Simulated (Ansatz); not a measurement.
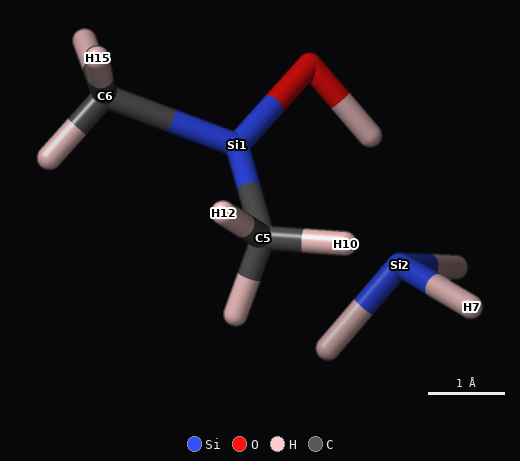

The structure as given in the input (stick view, seen at a tilt; atoms are numbered from 1 in the order of the input). Bond lengths as drawn: C–H 1.10 to 1.11 Å, C–Si 1.88 to 1.89 Å, H–O 1.24 Å, H–Si 1.46 to 1.47 Å and O–Si 1.66 Å.

**Phonon calculation of C$_{2}$H$_{10}$OSi$_{2}$**

C$_{2}$H$_{10}$OSi$_{2}$, computed with RKS PBE/STO-3G (Ansatz 0.2.0).

It belongs to a series of runs on one base structure; here: vibrations at the highest image of the band. Figures and captions count atoms from 1; the log counts them from 0 in places.

The input:
```yaml
crystal:
  periodic: [false, false, false]
  atoms:
    - { symbol: Si, position_ang: [-0.716168, -0.1173, 0.044105] }
    - { symbol: Si, position_ang: [1.835453, -1.094356, -1.067827] }
    - { symbol: O, position_ang: [-1.095054, -1.102974, -1.234595] }
    - { symbol: H, position_ang: [0.111744, -1.108187, -1.511082] }
    - { symbol: C, position_ang: [0.307764, 1.465409, 0.190094] }
    - { symbol: C, position_ang: [-2.125765, -0.011411, 1.290496] }
    - { symbol: H, position_ang: [2.611542, -0.039528, -1.723173] }
    - { symbol: H, position_ang: [2.400973, -1.099414, 0.286466] }
    - { symbol: H, position_ang: [2.388099, -2.331922, -1.623701] }
    - { symbol: H, position_ang: [0.83458, 1.696418, -0.750268] }
    - { symbol: H, position_ang: [1.065536, 1.372788, 0.987865] }
    - { symbol: H, position_ang: [-0.35766, 2.309249, 0.4495] }
    - { symbol: H, position_ang: [-2.769605, -0.905344, 1.255304] }
    - { symbol: H, position_ang: [-1.736005, 0.092241, 2.318001] }
    - { symbol: H, position_ang: [-2.755531, 0.874334, 1.088713] }
basis:
  gaussian: { orbitals: STO-3G }
hamiltonian:
  xc: pbe
phonons: {}
```

Machine: 1 thread of Intel Xeon (Sapphire Rapids), 192 GiB of memory available, shared host.

Run as:
```bash
ansatz run input.yaml --threads 1 --pin off --max-ram 2048MiB --backend cpu --events-out ev --progress --plain --runs-dir out
```

Log:
```
Engine: ansatz 0.2.0, x86_64-unknown-linux-gnu
Functional definition: PBE
  parameter kappa = 0.804
  parameter beta = 0.06672455060314922
  exchange = pbe_x(kappa = kappa, mu = beta*pi^2/3)
  correlation = pbe_c(beta = beta)
598 factors; integrals over basis functions are off by at most 1.1e-5 eV
mean field evaluation 1: about -19780.4813 eV, gradient 3.8e1 eV
mean field evaluation 2: about -19714.8412 eV, gradient 1.4e2 eV
mean field evaluation 4: about -19785.4474 eV, gradient 1.0e1 eV
mean field evaluation 8: about -19785.9222 eV, gradient 4.7e-1 eV
mean field evaluation 16: about -19785.8075 eV, gradient 1.2e-4 eV
mean field -19785.80754507 eV, -727.1150159791 hartree, gradient 1.5e-5 eV, S^2 0.000000; 0 other end points of the search recorded, 0 dependent functions left out
the calculation of the forces begins
reference -19785.80757258 eV, -727.1150169903 hartree; 29, 29 occupied and 14, 14 virtual orbitals, 598 factors
these checks for a lower state are left out or cut short: stability, starts, cluster_reference, orbital_swaps, neighbouring_geometries, increment
598 factors; integrals over basis functions are off by at most 1.1e-5 eV
mean field -19785.80747429 eV, -727.1150133782 hartree, gradient 3.1e-6 eV, S^2 0.000000; 0 other end points of the search recorded, 0 dependent functions left out
[... from here on the field's lines of each further geometry are left out, up to the last ...]
the calculation of the forces begins
reference -19785.80756199 eV, -727.1150166011 hartree; 29, 29 occupied and 14, 14 virtual orbitals, 598 factors
these checks for a lower state are left out or cut short: stability, starts, cluster_reference, orbital_swaps, neighbouring_geometries, increment
598 factors; integrals over basis functions are off by at most 1.1e-5 eV
mean field -19785.80751761 eV, -727.1150149701 hartree, gradient 1.4e-6 eV, S^2 0.000000; 0 other end points of the search recorded, 0 dependent functions left out
the calculation of the forces begins
reference -19785.80754512 eV, -727.1150159812 hartree; 29, 29 occupied and 14, 14 virtual orbitals, 598 factors
WARN: phonons: modes at or below zero, which the zero-point energy, F, S and C_V leave out: 1, the lowest at -1444.75 cm⁻¹. A minimum has none, and a first-order saddle one
Total energy: -19785.80757258 eV, -727.1150169903 hartree
Atom 0 at    -0.716168    -0.117300     0.044105 Å, force    -0.001073     0.011731     0.014158 eV/Å
Atom 1 at     1.835453    -1.094356    -1.067827 Å, force    -0.005626     0.013684    -0.003073 eV/Å
Atom 2 at    -1.095054    -1.102974    -1.234595 Å, force    -0.017260    -0.018554    -0.025737 eV/Å
Atom 3 at     0.111744    -1.108187    -1.511082 Å, force     0.015387    -0.010153     0.005329 eV/Å
Atom 4 at     0.307764     1.465409     0.190094 Å, force     0.007978     0.010153     0.011274 eV/Å
Atom 5 at    -2.125765    -0.011411     1.290496 Å, force     0.007258     0.003509     0.000838 eV/Å
Atom 6 at     2.611542    -0.039528    -1.723173 Å, force    -0.001534    -0.005949     0.002555 eV/Å
Atom 7 at     2.400973    -1.099414     0.286466 Å, force     0.004887    -0.000953    -0.003218 eV/Å
Atom 8 at     2.388099    -2.331922    -1.623701 Å, force    -0.006371     0.004935     0.004657 eV/Å
Atom 9 at     0.834580     1.696418    -0.750268 Å, force     0.003402    -0.001724    -0.003506 eV/Å
Atom 10 at     1.065536     1.372788     0.987865 Å, force    -0.000022     0.000212    -0.004261 eV/Å
Atom 11 at    -0.357660     2.309249     0.449500 Å, force    -0.003424    -0.004179    -0.000651 eV/Å
Atom 12 at    -2.769605    -0.905344     1.255304 Å, force    -0.000203     0.003353    -0.002314 eV/Å
Atom 13 at    -1.736005     0.092241     2.318001 Å, force    -0.006165    -0.003858     0.000587 eV/Å
Atom 14 at    -2.755531     0.874334     1.088713 Å, force     0.002767    -0.002207     0.003362 eV/Å
Dipole moment:    -0.554120     0.443307     0.423778 e Å
Vibrations: -1444.75 64.89 89.11 105.17 133.74 174.98 210.52 248.81 306.33 380.43 497.45 541.64 687.36 792.57 856.76 907.73 915.27 973.06 1049.61 1106.92 1127.64 1152.39 1191.22 1443.93 1458.58 1588.46 1617.02 1632.86 1638.96 1643.84 2503.78 2552.45 2569.38 3240.99 3241.84 3398.36 3404.17 3426.07 3429.43 cm⁻¹, zero-point energy 3.242417 eV
```

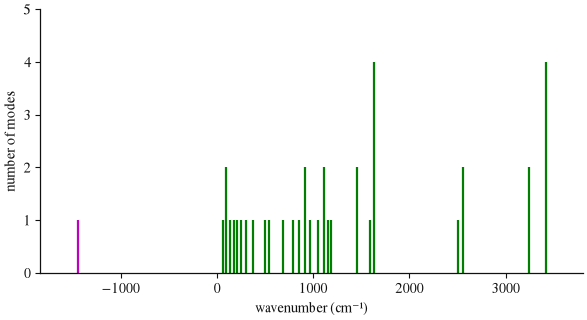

Harmonic vibrational wavenumbers from the force constants; neighbouring modes closer than 22 cm⁻¹ are counted in one stick, and imaginary ones are drawn at negative wavenumbers. 39 modes from 1445i to 3429 cm⁻¹, 1 imaginary beyond 8i (1445i cm⁻¹): a first-order saddle point, if the geometry is stationary.

Results in brief:

```json
{"quantity": "outcome", "value": "converged"}
{"quantity": "total energy", "value": "−19785.8076 eV"}
{"quantity": "mean-field energy", "value": "−19785.8076 eV"}
{"quantity": "largest force (length of the vector)", "value": "0.036 eV/Å"}
{"quantity": "wall time", "value": "3.7 min"}
{"quantity": "peak memory", "value": "0.12 GiB"}
```
